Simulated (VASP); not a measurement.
Band structure of ZrN (rock salt). Computed with LDA (Ceperley-Alder, Perdew-Zunger), VASP's LDA PAW potentials (set 64) (plane waves; VASP).

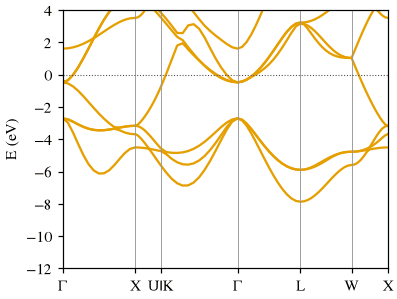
Figure. Bands along high-symmetry lines, zero at the valence-band maximum or, without a gap, the Fermi level

Question: Read the plot: is there a gap, and where are the band edges?

Answer: It has no gap at this level: it comes out as a metal or semimetal. (Edges off the drawn lines would not show.)

The compound is ZrN in the rock salt structure. It was relaxed first. The electron count is odd and the run is not spin-polarised, which forces a metal.
